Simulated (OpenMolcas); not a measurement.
# BBe⁺ in OpenMolcas, from active space to Ω levels

Which states of BBe⁺ lie lowest, and how does spin–orbit coupling split them?

The runs use OpenMolcas 26.06; SA-CASSCF(4,8), XMS-CASPT2, RASSI; ANO-RCC-VTZP.

All values are calculated.

### 1 The job

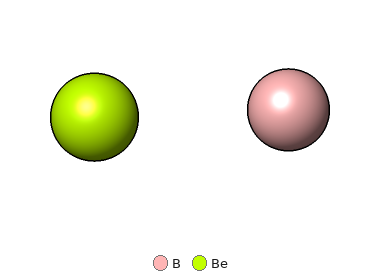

The two atoms at 2.217 Å (boron pink, beryllium green).

C2 symmetry about the axis (a holds Σ, Δ, Γ; b holds Π, Φ, H; Σ⁺ and Σ⁻ are not told apart); roots by multiplicity and irrep: 1a 5, 3a 2, 3b 6, 1b 4.

Active shells: B 2s 2p, Be 2s 2p.

Input file m.inp:

```
&GATEWAY
Coord
2
angstrom
B 0.0 0.0 0.0
Be 0.0 0.0 2.2170
Basis=ANO-RCC-VTZP
Group=XY
RX2C
AMFI
ANGMom
0.0 0.0 0.0
RICD
&SEWARD
&GUESSORB
&RASSCF
FileOrb=$CurrDir/o11.orb
Symmetry=1
Spin=1
nActEl=4 0 0
Inactive=2 0
RAS2=4 4
CIRoot=5 5 1
Linear
Iterations=120 100
OrbListing=Nothing
PRWF=0.15
>>COPY $Project.RasOrb $CurrDir/o11.orb
>>COPY $Project.rasscf.h5 $CurrDir/r11.h5
&CASPT2
XMultistate=all
Imaginary=0.2
IPEA=0.25
MaxIter=40
>>COPY $Project.JobMix JOB001
&RASSCF
FileOrb=$CurrDir/o31.orb
Symmetry=1
Spin=3
nActEl=4 0 0
Inactive=2 0
RAS2=4 4
CIRoot=2 2 1
Linear
Iterations=120 100
OrbListing=Nothing
PRWF=0.15
>>COPY $Project.RasOrb $CurrDir/o31.orb
>>COPY $Project.rasscf.h5 $CurrDir/r31.h5
&CASPT2
XMultistate=all
Imaginary=0.2
IPEA=0.25
MaxIter=40
>>COPY $Project.JobMix JOB002
&RASSCF
FileOrb=$CurrDir/o32.orb
Symmetry=2
Spin=3
nActEl=4 0 0
Inactive=2 0
RAS2=4 4
CIRoot=6 6 1
Linear
Iterations=120 100
OrbListing=Nothing
PRWF=0.15
>>COPY $Project.RasOrb $CurrDir/o32.orb
>>COPY $Project.rasscf.h5 $CurrDir/r32.h5
&CASPT2
XMultistate=all
Imaginary=0.2
IPEA=0.25
MaxIter=40
>>COPY $Project.JobMix JOB003
&RASSCF
FileOrb=$CurrDir/o12.orb
Symmetry=2
Spin=1
nActEl=4 0 0
Inactive=2 0
RAS2=4 4
CIRoot=4 4 1
Linear
Iterations=120 100
OrbListing=Nothing
PRWF=0.15
>>COPY $Project.RasOrb $CurrDir/o12.orb
>>COPY $Project.rasscf.h5 $CurrDir/r12.h5
&CASPT2
XMultistate=all
Imaginary=0.2
IPEA=0.25
MaxIter=40
>>COPY $Project.JobMix JOB004
&RASSI
Nr of JobIphs=4 5 2 6 4
1 2 3 4 5
1 2
1 2 3 4 5 6
1 2 3 4
SpinOrbit
EJob
Omega
MEES
MESO
Properties=4
'AngMom' 3 'Mltpl  1' 1 'Mltpl  1' 2 'Mltpl  1' 3
Thrs=1.0d-4
>>COPY $Project.rassi.h5 $CurrDir/so.h5
```

Each module block was a call of its own in one work directory; start orbitals came from a preliminary run.

The run is started by

```bash
> pymolcas m.inp
```

### 2 The spin-free blocks

The runs that follow: Spin–orbit coupling by RASSI.

What does the calculation give? Wanted: lowest spin-free state; next spin-free state; lowest level; next level; lowering by spin–orbit coupling.

**Answer**, as computed:

```
                       quantity               value
         lowest spin-free state               (1)1Σ
           next spin-free state     (1)3Σ, 1.340 eV
                   lowest level  Ω = 0, 100 % (1)1Σ
                     next level   Ω = 0, 10812 cm⁻¹
lowering by spin–orbit coupling              0 cm⁻¹
```

In words: At 2.217 Å the lowest computed level has Ω = 0 and is 100 % (1)1Σ. Only the spin multiplicities and numbers of roots in the input were computed, so the list of states is not complete and the lowest one found need not be the ground state; labels number the states computed.
